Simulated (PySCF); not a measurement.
# C6H10O2: the cost of one run

Programs: PySCF 2.14.0, with routines of our own; each step states its level. All values are computed. Atoms count from 0.

### 1 The starting structure

18 atoms, charge 0, multiplicity 1; geometry from: GFN2-xTB.

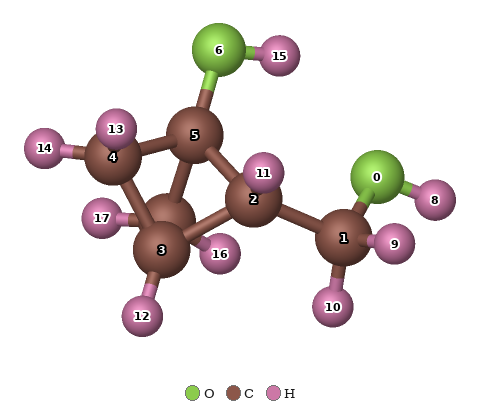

The starting geometry (oxygen green, carbon brown, hydrogen pink).

### 2 Magnetic properties: GIAO wB97X-D/pcSseg-1

Job settings and geometry (Å):

```
{"job": {"kind": "mag", "xc": "wB97X-D", "basis": "pcSseg-1", "isotopologues": 2}, "charge": 0, "multiplicity": 1}
O      2.056850     0.835052    -0.522023
C      1.713645    -0.212280     0.371638
C      0.250419    -0.052214     0.781712
C     -0.803566    -1.092911     0.349023
C     -1.866301    -0.000190     0.566313
C     -0.713393     0.678594    -0.189633
O     -0.657455     1.996606    -0.564708
C     -0.668124    -0.577534    -1.093509
H      2.986527     0.756058    -0.756823
H      2.352307    -0.165525     1.263767
H      1.878562    -1.187244    -0.108040
H      0.174477     0.275162     1.819140
H     -0.856098    -2.126108     0.670203
H     -2.041422     0.327335     1.588489
H     -2.800915    -0.110543     0.023559
H      0.251559     2.170707    -0.842485
H      0.258284    -0.775739    -1.622601
H     -1.524114    -0.732911    -1.745680
```

With the program's defaults for keys left out, this is: GIAO wB97X-D/pcSseg-1 magnetisability, rotational g tensor and spin-rotation constants, non-relativistic, gas phase.

Run with:

```console
$ OMP_NUM_THREADS=1 python excited_run.py task.json out
```

One launch serves the whole session: the jobs run in the order shown.

Q: Estimate the wall time and peak memory of this first job on 1 thread of Arm Neoverse N1, shared host.

About 85 s, with a peak of 0.88 GiB.
